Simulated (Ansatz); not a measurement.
Consider GaAs in the zinc blende structure (space group F-43m, No. 216; a = 5.659 Å). Axes: x, y, z lie along the cube axes.

One thing is altered: the cell is stretched by 2.00 % along z with no lateral relaxation, atoms relaxed at fixed cell.

The values are results of PBEsol, PAW, 420 eV (Ansatz, a quantum-chemistry and plane-wave program; no SOC), not measurements.

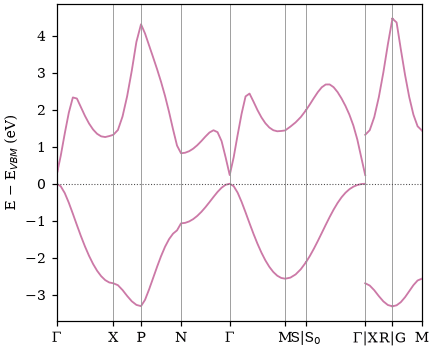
Fig. 1. Highest valence and lowest conduction band along the path of the changed cell's own zone

Read the changed gap and its character from the plot.

About 0.2 eV, direct at Γ.

The cells carry an imposed strain or load. Stability against distortions was not tested. Labels are those of the standard path for the cell's own space group.
